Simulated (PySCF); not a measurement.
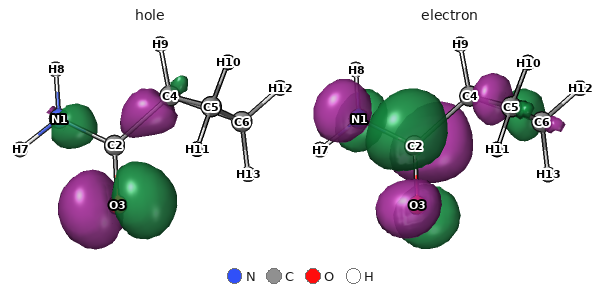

Figure 1: C₄H₇NO, SMILES `NC(=O)C1CC1`. Leading natural transition orbital pair of S₁ (TDA singlet states); the surfaces enclose about 78 % of each orbital's density.

Computed with PySCF, BHandHLYP/def2-SVP, geometry: GFN2-xTB. No frequency check shows the geometry to be a minimum. Without diffuse functions Rydberg states are missing, so the states' numbers hold for this basis only.

Input script:

```python
import numpy as np
from pyscf import gto, scf, dft, tdscf
from pyscf.scf import atom_ks, atom_hf
from scipy.linalg import block_diag

def solve(mol, dm0=None, hcore=None):
    mf = (dft.UKS if mol.spin else dft.RKS)(mol, xc='bhandhlyp')
    mf.grids.level = 3
    mf = mf.density_fit(auxbasis='def2-universal-jkfit')
    mf.conv_tol, mf.max_cycle = 1e-8, 80
    if hcore is not None:
        mf.get_hcore = lambda *args: hcore
    mf.kernel(dm0)
    if not mf.converged:
        mf = mf.newton().run(mf.mo_coeff, mf.mo_occ, max_cycle=30)
    assert mf.converged, 'SCF not converged'
    return mf

mol = gto.M(atom='''
N     -1.92195     0.67039     0.00092
C     -0.81798    -0.12097    -0.00062
O     -0.89918    -1.33007    -0.00052
C      0.47533     0.62018    -0.00088
C      1.62858    -0.00618     0.74380
C      1.62930    -0.00535    -0.74287
H     -2.82698     0.23099     0.00017
H     -1.87378     1.67244    -0.00053
H      0.39664     1.69977    -0.00043
H      2.30402     0.64915     1.27219
H      1.42472    -0.94123     1.24230
H      2.30525     0.65057    -1.26987
H      1.42592    -0.93985    -1.24261
''', basis='def2-svp', charge=0, spin=0, verbose=4)
mf = solve(mol)
td = mf.TDA()
td.nstates, td.singlet, td.conv_tol = 4, True, 1e-5
td.kernel()
td.analyze()
x, y = np.array([p[0] for p in td.xy]), np.array([p[1] + 0 * p[0] for p in td.xy])
f, mu = td.oscillator_strength(), td.transition_dipole()
nto = [td.get_nto(state=i + 1, verbose=4) for i in range(len(td.e))]
# spherically averaged free atoms, for the promolecule
atm = atom_ks.get_atm_nrks(mol, xc='bhandhlyp')
pro = block_diag(*[(atm[a[0]][2] * atm[a[0]][3]) @ atm[a[0]][2].T for a in mol._atom])
np.savez('result.npz', e=td.e, f=f, ok=td.converged, w=[n[0] for n in nto], nto=[n[1] for n in nto], x=x, y=y, c=mf.mo_coeff, occ=mf.mo_occ, eps=mf.mo_energy, pro=pro, mu=mu)
```

Command:

```sh
OMP_NUM_THREADS=1 python input.py
```

The run took 5.3 min on 1 thread of Arm Neoverse V1 (shared host), peak memory 0.67 GiB.

> Where does the state lie, and where do hole and electron sit?

6.31 eV (197 nm), f = 0.001 (very weak); the leading pair carries 100 %; hole on O3 (71 %), C2 (10 %) and C4 (7 %), electron on C2 (41 %), O3 (26 %) and N1 (14 %); their centroids lie 0.7 Å apart. In canonical orbitals it is mainly HOMO → LUMO+1 (94 %). The HOMO–LUMO gap is 11.07 eV.
